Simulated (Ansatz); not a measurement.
## Electronic structure of CH5GeO (charge +1) in real space

```xyz
8

O     0.1114   -1.2812    0.6369
C     0.0827    1.5706   -0.3931
Ge   -0.7527    0.0446   -0.5440
H    -1.5743   -0.9100   -1.3713
H    -0.3226    2.4272   -0.9201
H     0.6876   -1.0018    1.3630
H     0.3440   -2.1773    0.3533
H     0.8210    1.7453    0.3796
```

Geometry: PBE0-D4/def2-TZVP.

These are results of RKS PBE0-D4/def2-TZVPP in Ansatz 0.2.0, not measurements.

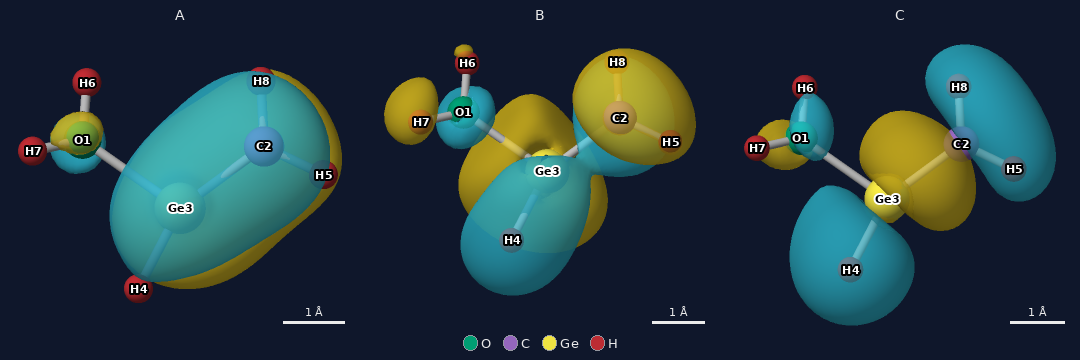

Figure 1. Three frontier orbitals at ±0.08 Å⁻³ᐟ² (yellow and cyan are the two phases), in no order.

Which picture is the HOMO−1, the HOMO and the LUMO?

C is the HOMO−1 (−15.92 eV). Its weight (Hirshfeld) is mainly on C2 (about 35 %), Ge3 (about 30 %), H4 (about 20 %) and H8 (about 5 %). A is the HOMO (−11.92 eV). Its weight (Hirshfeld) is mainly on C2 (about 45 %) and Ge3 (about 45 %); π-bonding across C2–Ge3. B is the LUMO (−6.68 eV). Its weight (Hirshfeld) is mainly on Ge3 (about 50 %), C2 (about 25 %) and H4 (about 10 %).

What is the HOMO–LUMO gap?

5.24 eV between the orbital energies.

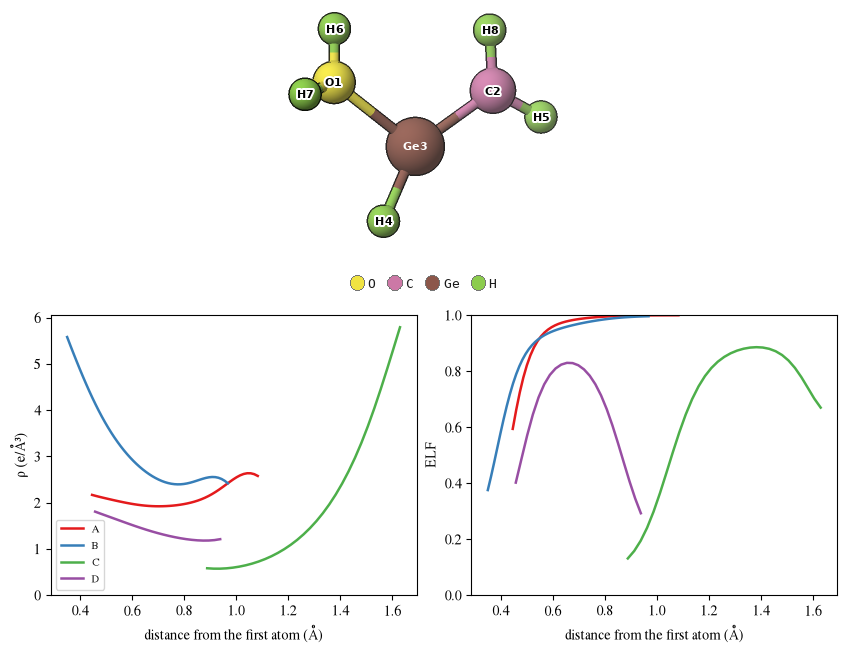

Figure 2. Electron density and electron localisation function along straight lines between neighbouring atoms. The curves leave out the atomic cores. The structure is drawn too.

Which curve belongs to which contact (C–Ge, C–H, Ge–O and O–H)? The first atom named is at distance zero.

Curve A: C–H (1.08 Å): the density is about 2 e/Å³ at the midpoint; the ELF climbs to about 1 towards the hydrogen, as it does in any bond to H; a covalent bond by its length. Curve B: O–H (0.97 Å): the density is about 3.9 e/Å³ at the midpoint; the ELF climbs to about 1 towards the hydrogen: an ordinary covalent bond to hydrogen. Curve C: Ge–O (1.97 Å): ρ at the midpoint is about 0.59 e/Å³; the ELF peaks at about 0.90 in the valence shell of O, 0.6 Å from its nucleus, and is about 0.30 at the midpoint. Curve D: C–Ge (1.75 Å): the density is about 1.2 e/Å³ at the midpoint; the ELF peaks at about 0.85 in the valence shell of C, 0.7 Å from its nucleus, and is about 0.45 at the midpoint.

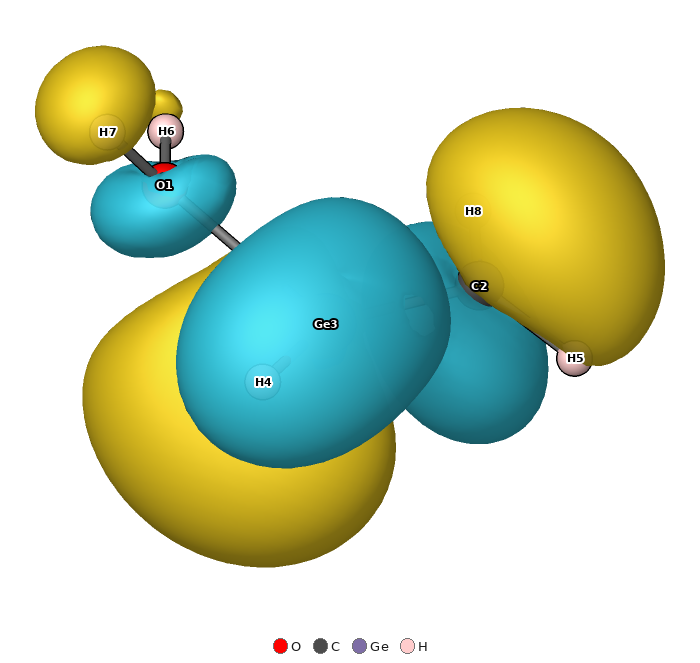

Figure 3. One frontier orbital at ±0.08 Å⁻³ᐟ² (yellow and cyan are the two phases), seen at an oblique angle.

Which orbital is it: HOMO or LUMO?

The LUMO, at −6.68 eV. By Hirshfeld shares it lies mainly on Ge3 (about 50 %), C2 (about 25 %) and H4 (about 10 %).
